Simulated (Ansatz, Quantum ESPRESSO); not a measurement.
# KCdF3 (Pm-3m): zone-centre phonons, part 2 of 3

Which modes does KCdF3 (Pm-3m) have at the zone centre?

Quantum ESPRESSO 7.5; DFT LDA, scalar-relativistic, plane waves, JTH PAW pseudopotentials.

So far. Step 2 (A first look): A gap of 2.8 eV opens on this mesh, so the crystal is taken as an insulator; the start stands at -4.0 GPa. Step 4 (Ground state): The cell stands at 0.14 GPa, close enough for phonons. The relaxed cell has a = 4.292 Å (conventional setting).

## 5. Zone-centre response

At q = 0 one unit cell holds all displacements; symmetry groups them into irreducible representations that are solved one by one. The response to a field gives ε∞ and the Born charges, which polar modes need.

The input, ph.in:

```
phonons
&INPUTPH
  prefix = 'x'
  outdir = './tmp'
  fildyn = 'g.dyn'
  tr2_ph = 1.0d-18
  epsil  = .true.
/
0.000000000 0.000000000 0.000000000
```

Command:

```bash
OMP_NUM_THREADS=1 mpirun -n 4 ph.x -nk 4 -in ph.in > ph.out
```

Output:

```text
[banners, grids, parts of the stress and lines that vanish by symmetry left out]
[banner, memory and clock lines left out]
Program PHONON v.7.5

     ./tmp/x.save/

     file K.upf: wavefunction(s)  3S 4S 3P 4P 0D renormalized
     file Cd.upf: wavefunction(s)  0S 5P 0P 4D 0D renormalized
     file F.upf: wavefunction(s)  0S 2P 0P renormalized

     IMPORTANT: XC functional enforced from input :
     Exchange-correlation= PW
                           (   1   4   0   0   0   0   0)
     Any further DFT definition will be discarded
     Please, verify this is what you really want

     G-vector sticks info

     Reading collected, re-writing distributed wavefunctions in ./tmp/

     Number and degeneracy of irreps per q-point
       N         xq(1)         xq(2)         xq(3)   N irreps
       1   0.000000000   0.000000000   0.000000000       5
        3   3   3   3   3

     Calculation of q =    0.0000000   0.0000000   0.0000000

     phonons

     bravais-lattice index     =            0
     lattice parameter (alat)  =       8.1107  a.u.
     unit-cell volume          =     533.5562 (a.u.)^3
     number of atoms/cell      =            5
     number of atomic types    =            3
     kinetic-energy cut-off    =      50.0000  Ry
     charge density cut-off    =     250.0000  Ry
     convergence threshold     =      1.0E-18
     beta                      =       0.7000
     number of iterations used =            4
     Exchange-correlation= PW
                           (   1   4   0   0   0   0   0)

     celldm(1)=    8.11073  celldm(2)=    0.00000  celldm(3)=    0.00000
     celldm(4)=    0.00000  celldm(5)=    0.00000  celldm(6)=    0.00000

     crystal axes: (cart. coord. in units of alat)
               a(1) = (  1.0000  0.0000  0.0000 )
               a(2) = (  0.0000  1.0000  0.0000 )
               a(3) = (  0.0000  0.0000  1.0000 )

     reciprocal axes: (cart. coord. in units 2 pi/alat)
               b(1) = (  1.0000  0.0000  0.0000 )
               b(2) = (  0.0000  1.0000  0.0000 )
               b(3) = (  0.0000  0.0000  1.0000 )

     Atoms inside the unit cell:

     Cartesian axes

     site n.  atom      mass           positions (alat units)
        1  K      39.0983   tau(    1) = (    0.00000    0.00000    0.00000  )
        2  Cd    112.4140   tau(    2) = (    0.50000    0.50000    0.50000  )
        3  F      18.9984   tau(    3) = (    0.00000    0.50000    0.50000  )
        4  F      18.9984   tau(    4) = (    0.50000    0.00000    0.50000  )
        5  F      18.9984   tau(    5) = (    0.50000    0.50000    0.00000  )

     Computing dynamical matrix for
                    q = (   0.0000000   0.0000000   0.0000000 )

     49 Sym.Ops. (with q -> -q+G )

     G cutoff =  416.5819  (  35585 G-vectors)     FFT grid: ( 45, 45, 45)
     G cutoff =  333.2655  (  25533 G-vectors)  smooth grid: ( 40, 40, 40)
     number of k points=    10
                       cart. coord. in units 2pi/alat
        k(    1) = (   0.0000000   0.0000000   0.0000000), wk =   0.0312500
        k(    2) = (   0.0000000   0.0000000   0.2500000), wk =   0.1875000
        k(    3) = (   0.0000000   0.0000000  -0.5000000), wk =   0.0937500
        [... further k-points left out ...]

     PseudoPot. # 1 for K  read from file:
     ./pseudo/K.upf
     Pseudo is Projector augmented-wave + core cor, Zval =  9.0
     Shape of augmentation charge: SINC**2

     PseudoPot. # 2 for Cd read from file:
     ./pseudo/Cd.upf
     Pseudo is Projector augmented-wave + core cor, Zval = 12.0
     Shape of augmentation charge: BESSEL

     PseudoPot. # 3 for F  read from file:
     ./pseudo/F.upf
     Pseudo is Projector augmented-wave + core cor, Zval =  7.0
     Shape of augmentation charge: SINC**2

     Mode symmetry, O_h (m-3m)  point group:

     Electric field:
     Dielectric constant
     Born effective charges as d Force / d E

     Atomic displacements:
     There are    5 irreducible representations

     Representation     1      3 modes -  To be done

     Representation     2      3 modes -  To be done

     Representation     3      3 modes -  To be done

     Representation     4      3 modes -  To be done

     Representation     5      3 modes -  To be done

     Alpha used in Ewald sum =   2.3000

     Electric Fields Calculation

      thresh= 1.000E-02 alpha_mix =  0.700 |ddv_scf|^2 =  1.898E-08

      [... iterations left out ...]
      thresh= 2.695E-10 alpha_mix =  0.700 |ddv_scf|^2 =  1.644E-19

     End of electric fields calculation

          Dielectric constant in cartesian axis

          (       2.390870425       0.000000000       0.000000000 )
          (       0.000000000       2.390870425       0.000000000 )
          (       0.000000000       0.000000000       2.390870425 )

          Effective charges (d Force / dE) in cartesian axis without acoustic sum rule applied (asr)

           atom    1  K     Mean Z*:        1.19660
      Ex  (        1.19660        0.00000        0.00000 )
      Ey  (        0.00000        1.19660        0.00000 )
      Ez  (        0.00000        0.00000        1.19660 )
           atom    2  Cd    Mean Z*:        2.27986
      Ex  (        2.27986        0.00000        0.00000 )
      Ey  (        0.00000        2.27986        0.00000 )
      Ez  (        0.00000        0.00000        2.27986 )
           atom    3  F     Mean Z*:       -1.15570
      Ex  (       -1.71477        0.00000        0.00000 )
      Ey  (        0.00000       -0.87617        0.00000 )
      Ez  (        0.00000        0.00000       -0.87617 )
           atom    4  F     Mean Z*:       -1.15570
      Ex  (       -0.87617        0.00000        0.00000 )
      Ey  (        0.00000       -1.71477        0.00000 )
      Ez  (        0.00000        0.00000       -0.87617 )
           atom    5  F     Mean Z*:       -1.15570
      Ex  (       -0.87617        0.00000        0.00000 )
      Ey  (        0.00000       -0.87617        0.00000 )
      Ez  (        0.00000        0.00000       -1.71477 )

          Effective charges Sum: Mean:        0.00936
              0.00936        0.00000        0.00000
              0.00000        0.00936        0.00000
              0.00000        0.00000        0.00936

          Effective charges (d Force / dE) in cartesian axis with asr applied:
           atom    1  K     Mean Z*:        1.19473
      E*x (        1.19473        0.00000        0.00000 )
      E*y (        0.00000        1.19473        0.00000 )
      E*z (        0.00000        0.00000        1.19473 )
           atom    2  Cd    Mean Z*:        2.27799
      E*x (        2.27799        0.00000        0.00000 )
      E*y (        0.00000        2.27799        0.00000 )
      E*z (        0.00000        0.00000        2.27799 )
           atom    3  F     Mean Z*:       -1.15757
      E*x (       -1.71664        0.00000        0.00000 )
      E*y (        0.00000       -0.87804        0.00000 )
      E*z (        0.00000        0.00000       -0.87804 )
           atom    4  F     Mean Z*:       -1.15757
      E*x (       -0.87804        0.00000        0.00000 )
      E*y (        0.00000       -1.71664        0.00000 )
      E*z (        0.00000        0.00000       -0.87804 )
           atom    5  F     Mean Z*:       -1.15757
      E*x (       -0.87804        0.00000        0.00000 )
      E*y (        0.00000       -0.87804        0.00000 )
      E*z (        0.00000        0.00000       -1.71664 )

     Representation #   1 modes #   1   2   3

     Self-consistent Calculation

      thresh= 1.000E-02 alpha_mix =  0.700 |ddv_scf|^2 =  5.511E-07

      [... iterations left out ...]
      thresh= 6.697E-10 alpha_mix =  0.700 |ddv_scf|^2 =  1.630E-19

     End of self-consistent calculation

     Convergence has been achieved

     Representation #   2 modes #   4   5   6

     Self-consistent Calculation

      thresh= 1.000E-02 alpha_mix =  0.700 |ddv_scf|^2 =  8.919E-07

      [... iterations left out ...]
      thresh= 5.955E-10 alpha_mix =  0.700 |ddv_scf|^2 =  2.149E-19

     End of self-consistent calculation

     Convergence has been achieved

     Representation #   3 modes #   7   8   9

     Self-consistent Calculation

      thresh= 1.000E-02 alpha_mix =  0.700 |ddv_scf|^2 =  5.216E-07

      [... iterations left out ...]
      thresh= 2.408E-10 alpha_mix =  0.700 |ddv_scf|^2 =  2.197E-19

     End of self-consistent calculation

     Convergence has been achieved

     Representation #   4 modes #  10  11  12

     Self-consistent Calculation

      thresh= 1.000E-02 alpha_mix =  0.700 |ddv_scf|^2 =  6.449E-07

      [... iterations left out ...]
      thresh= 2.691E-10 alpha_mix =  0.700 |ddv_scf|^2 =  2.319E-20

     End of self-consistent calculation

     Convergence has been achieved

     Representation #   5 modes #  13  14  15

     Self-consistent Calculation

      thresh= 1.000E-02 alpha_mix =  0.700 |ddv_scf|^2 =  2.882E-07

      [... iterations left out ...]
      thresh= 3.402E-10 alpha_mix =  0.700 |ddv_scf|^2 =  2.939E-19

     End of self-consistent calculation

     Convergence has been achieved

     Number of q in the star =    1
     List of q in the star:
          1   0.000000000   0.000000000   0.000000000

          Dielectric constant in cartesian axis

          (       2.390870425       0.000000000       0.000000000 )
          (       0.000000000       2.390870425       0.000000000 )
          (       0.000000000       0.000000000       2.390870425 )

          Effective charges (d Force / dE) in cartesian axis without acoustic sum rule applied (asr)

           atom    1  K     Mean Z*:        1.19660
      Ex  (        1.19660        0.00000        0.00000 )
      Ey  (        0.00000        1.19660        0.00000 )
      Ez  (        0.00000        0.00000        1.19660 )
           atom    2  Cd    Mean Z*:        2.27986
      Ex  (        2.27986        0.00000        0.00000 )
      Ey  (        0.00000        2.27986        0.00000 )
      Ez  (        0.00000        0.00000        2.27986 )
           atom    3  F     Mean Z*:       -1.15570
      Ex  (       -1.71477        0.00000        0.00000 )
      Ey  (        0.00000       -0.87617        0.00000 )
      Ez  (        0.00000        0.00000       -0.87617 )
           atom    4  F     Mean Z*:       -1.15570
      Ex  (       -0.87617        0.00000        0.00000 )
      Ey  (        0.00000       -1.71477        0.00000 )
      Ez  (        0.00000        0.00000       -0.87617 )
           atom    5  F     Mean Z*:       -1.15570
      Ex  (       -0.87617        0.00000        0.00000 )
      Ey  (        0.00000       -0.87617        0.00000 )
      Ez  (        0.00000        0.00000       -1.71477 )

          Effective charges Sum: Mean:        0.00936
              0.00936        0.00000        0.00000
              0.00000        0.00936        0.00000
              0.00000        0.00000        0.00936

          Effective charges (d Force / dE) in cartesian axis with asr applied:
           atom    1  K     Mean Z*:        1.19473
      E*x (        1.19473        0.00000        0.00000 )
      E*y (        0.00000        1.19473        0.00000 )
      E*z (        0.00000        0.00000        1.19473 )
           atom    2  Cd    Mean Z*:        2.27799
      E*x (        2.27799        0.00000        0.00000 )
      E*y (        0.00000        2.27799        0.00000 )
      E*z (        0.00000        0.00000        2.27799 )
           atom    3  F     Mean Z*:       -1.15757
      E*x (       -1.71664        0.00000        0.00000 )
      E*y (        0.00000       -0.87804        0.00000 )
      E*z (        0.00000        0.00000       -0.87804 )
           atom    4  F     Mean Z*:       -1.15757
      E*x (       -0.87804        0.00000        0.00000 )
      E*y (        0.00000       -1.71664        0.00000 )
      E*z (        0.00000        0.00000       -0.87804 )
           atom    5  F     Mean Z*:       -1.15757
      E*x (       -0.87804        0.00000        0.00000 )
      E*y (        0.00000       -0.87804        0.00000 )
      E*z (        0.00000        0.00000       -1.71664 )

     Diagonalizing the dynamical matrix

     q = (    0.000000000   0.000000000   0.000000000 )

 **************************************************************************
     freq (    1) =      -1.653651 [THz] =     -55.159859 [cm-1]
     freq (    2) =      -1.653651 [THz] =     -55.159859 [cm-1]
     freq (    3) =      -1.653651 [THz] =     -55.159859 [cm-1]
     freq (    4) =      -1.481698 [THz] =     -49.424130 [cm-1]
     freq (    5) =      -1.481698 [THz] =     -49.424130 [cm-1]
     freq (    6) =      -1.481698 [THz] =     -49.424130 [cm-1]
     freq (    7) =       0.015041 [THz] =       0.501699 [cm-1]
     freq (    8) =       0.015041 [THz] =       0.501699 [cm-1]
     freq (    9) =       0.015041 [THz] =       0.501699 [cm-1]
     freq (   10) =       3.491968 [THz] =     116.479501 [cm-1]
     freq (   11) =       3.491968 [THz] =     116.479501 [cm-1]
     freq (   12) =       3.491968 [THz] =     116.479501 [cm-1]
     freq (   13) =      14.451331 [THz] =     482.044531 [cm-1]
     freq (   14) =      14.451331 [THz] =     482.044531 [cm-1]
     freq (   15) =      14.451331 [THz] =     482.044531 [cm-1]
 **************************************************************************

     Mode symmetry, O_h (m-3m)  point group:

     freq (   1-   3) =        -55.2  [cm-1]   --> T_1u G_15  G_4- I
     freq (   4-   6) =        -49.4  [cm-1]   --> T_2u G_25  G_5-
     freq (   7-   9) =          0.5  [cm-1]   --> T_1u G_15  G_4- I
     freq (  10-  12) =        116.5  [cm-1]   --> T_1u G_15  G_4- I
     freq (  13-  15) =        482.0  [cm-1]   --> T_1u G_15  G_4- I
```

It took 4.1 min on 4 MPI ranks of AMD EPYC 7R43, shared host; 16 min of CPU time.

Numbers from this step:

| Item | Value |
| --- | --- |
| miss of the charge sum rule | 0.009350 e |
| largest acoustic frequency at the zone centre before the sum rule | 0.5 cm⁻¹ |
| highest optical zone-centre mode (no LO-TO term) | 482.0 cm⁻¹ |
| lowest optical zone-centre mode | -55.16 cm⁻¹ |
| mean high-frequency dielectric constant | 2.391 |
| largest Born charge in size (third of the trace) | 2.280 e |

Born charge (rows field, columns displacement), before the sum rule (e), principal values of the symmetric part by kind of site:

```tsv
atom	atoms with these values	low	middle	high	mean
K1	1	1.20	1.20	1.20	1.20
Cd2	1	2.28	2.28	2.28	2.28
F3	3	-1.71	-0.88	-0.88	-1.16
```

In full for Cd2:

```
2.28 0.00 0.00
0.00 2.28 0.00
0.00 0.00 2.28
```

High-frequency dielectric tensor:

```
2.39 0.00 0.00
0.00 2.39 0.00
0.00 0.00 2.39
```

The acoustic modes at Γ come out as far as 0.5 cm⁻¹ from zero, where they should vanish, a small numerical error; the Born charges miss their sum rule by 0.0094 e, which is good. The lowest optical mode is imaginary, 55i cm⁻¹, an instability at this level and on this k mesh.

## 6. Modes with the sum rule

A rigid shift of the crystal must cost nothing, but grids and finite bases break this; the acoustic sum rule is imposed before the matrix is diagonalised again. With Born charges the intensities follow; a static dielectric tensor has no meaning with imaginary modes.

The input, dynmat.in:

```
&INPUT
  fildyn = 'g.dyn'
  asr    = 'simple'
  fileig = 'dynmat.eig'
  lperm  = .true.
/
```

Command:

```bash
dynmat.x -in dynmat.in > dynmat.out
```

Output:

```text
[banner, memory and clock lines left out]
Program DYNMAT v.7.5

     Reading Dynamical Matrix from file g.dyn
     ...Force constants read
     ...epsilon and Z* read
     A direction for q was not specified:TO-LO splitting will be absent

     Polarizability (A^3 units)
     multiply by 0.683236 for Clausius-Mossotti correction
         8.751054    0.000000    0.000000
         0.000000    8.751054    0.000000
         0.000000    0.000000    8.751054

     IR activities are in (D/A)^2/amu units

# mode   [cm-1]    [THz]      IR
    1    -55.15   -1.6534    2.9022
    2    -55.15   -1.6534    2.9022
    3    -55.15   -1.6534    2.9022
    4    -49.43   -1.4818    0.0000
    5    -49.43   -1.4818    0.0000
    6    -49.43   -1.4818    0.0000
    7     -0.00   -0.0000    0.0000
    8      0.00    0.0000    0.0000
    9      0.00    0.0000    0.0000
   10    116.48    3.4920    0.5257
   11    116.48    3.4920    0.5257
   12    116.48    3.4920    0.5257
   13    482.04   14.4511    3.9304
   14    482.04   14.4511    3.9304
   15    482.04   14.4511    3.9304

Electronic dielectric permittivity tensor (relative, adimensional)
         2.390870    0.000000    0.000000
         0.000000    2.390870    0.000000
         0.000000    0.000000    2.390870

 ... with zone-center polar mode contributions
         3.892276   -0.000000    0.000000
        -0.000000    3.892276    0.000000
         0.000000    0.000000    3.892276

[end of the log left out, with the tail of the file of modes that dynmat.x writes under the same name]
```

The job ended after 0.84 s (1 thread).

Read from the output:

| Property | Result |
| --- | --- |
| lowest optical zone-centre mode | -55.15 cm⁻¹ |

Unit eigenvectors of the mass-weighted matrix after the sum rule; no LO-TO term. The modes at Γ (shares of kinetic energy by element, %) (negative means imaginary):

```tsv
mode	frequency (cm⁻¹)	K %	Cd %	F %
1	-55.2	56	0	44
2	-55.2	56	0	44
3	-55.2	56	0	44
4	-49.4	0	0	100
5	-49.4	0	0	100
6	-49.4	0	0	100
7	0.0	19	54	27
8	0.0	19	54	27
9	0.0	19	54	27
10	116.5	26	36	39
11	116.5	26	36	39
12	116.5	26	36	39
13	482.0	0	10	89
14	482.0	0	10	89
15	482.0	0	10	89
```

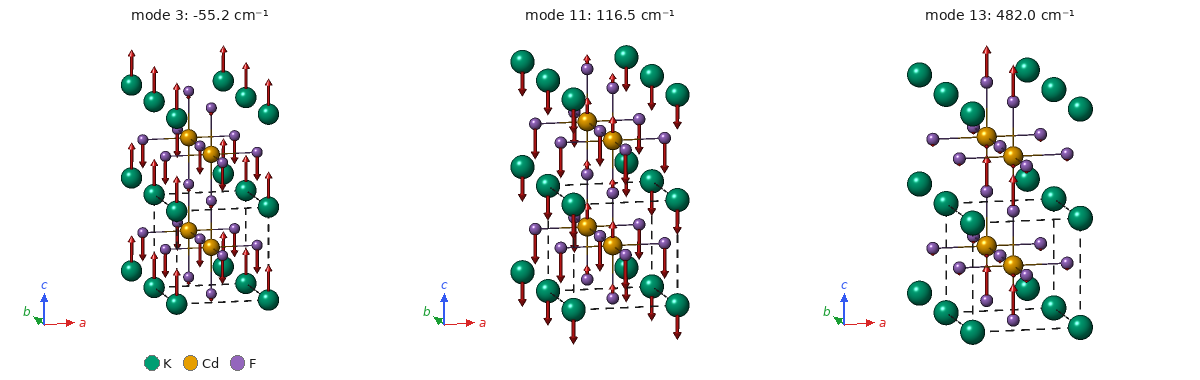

Displacement patterns of modes 3, 11 and 13 at Γ; arrows are exaggerated. 1×2×2 cells are drawn. Some periodic images of atoms are drawn too.

Degenerate modes summed, no LO-TO term; imaginary modes left out. Lines of the infrared spectrum (strongest = 100):

```tsv
position (cm⁻¹)	lines merged	label	IR intensity, relative
116	3	T1u	13
482	3	T1u	100
```

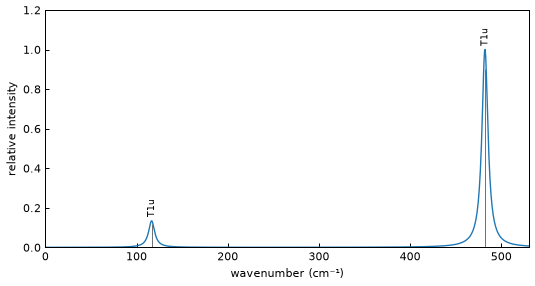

The infrared spectrum, broadened with Lorentzians of width 8 cm⁻¹; bars mark the lines.

The rule moves no optical mode by more than 0.1 cm⁻¹.

## 7. Sum rules set otherwise: a sum rule for molecules or wires on a crystal

This rule also removes rotations, which suits molecules and not a crystal; it is tried to see the harm.

The input, dynmat.in:

```
&INPUT
  fildyn = 'g.dyn'
  asr    = 'zero-dim'
  fileig = 'dynmat.eig'
  lperm  = .true.
/
```

Command:

```bash
dynmat.x -in dynmat.in > dynmat.out
```

Output:

```text
[banner, memory and clock lines left out]
Program DYNMAT v.7.5

     Reading Dynamical Matrix from file g.dyn
     ...Force constants read
     ...epsilon and Z* read
     Acoustic Sum Rule: || Z*(ASR) - Z*(orig)|| =    4.811374E-01
     Acoustic Sum Rule: ||dyn(ASR) - dyn(orig)||=    7.013990E-02
     A direction for q was not specified:TO-LO splitting will be absent

     Polarizability (A^3 units)
     multiply by 0.683236 for Clausius-Mossotti correction
         8.751054    0.000000    0.000000
         0.000000    8.751054    0.000000
         0.000000    0.000000    8.751054

     IR activities are in (D/A)^2/amu units

# mode   [cm-1]    [THz]      IR
    1    -55.16   -1.6538    2.9021
    2    -54.97   -1.6479    2.1982
    3    -54.97   -1.6479    2.1982
    4     -0.00   -0.0000    0.0000
    5     -0.00   -0.0000    0.0000
    6     -0.00   -0.0000    0.0000
    7     -0.00   -0.0000    0.0000
    8      0.00    0.0000    0.0000
    9      0.00    0.0000    0.0000
   10     80.26    2.4061    1.1018
   11     80.26    2.4061    1.1018
   12    116.48    3.4920    0.5258
   13    470.29   14.0990    3.5213
   14    470.29   14.0990    3.5213
   15    482.04   14.4513    3.9304

Electronic dielectric permittivity tensor (relative, adimensional)
         2.390870    0.000000    0.000000
         0.000000    2.390870    0.000000
         0.000000    0.000000    2.390870

 ... with zone-center polar mode contributions
         6.253794   -1.180675   -1.180675
        -1.180675    6.253794   -1.180675
        -1.180675   -1.180675    6.253794

[end of the log left out, with the tail of the file of modes that dynmat.x writes under the same name]
```

Elapsed: 0.83 s, on 1 thread.

The program raised no error, yet the settings are not those of a careful run.

The fault: a sum rule for molecules or wires on a crystal; 3 optical modes are projected out to zero frequency, as if they were rotations.

For a crystal the rule has to be 'simple' or 'crystal'.

Zone-centre frequencies as printed; negative means imaginary. Modes:

```tsv
mode	frequency (cm⁻¹)
1	-55.16
2	-54.97
3	-54.97
4	0
5	0
6	0
7	0
8	0
9	0
10	80.26
11	80.26
12	116.5
13	470.3
14	470.3
15	482
```

[end of part 2 of 3]

[Host names and launcher messages were left out of these logs when they were recorded.]

[Logs are printed without paths, hosts, clocks, repeated set-up lines and the standing remarks that a program may print on its own settings, such as how far it seeks lower states.]

[Hosts, paths, dates, database ids (printed as entryN), source tags and the programs' standing remarks are cut or masked in the printed files.]
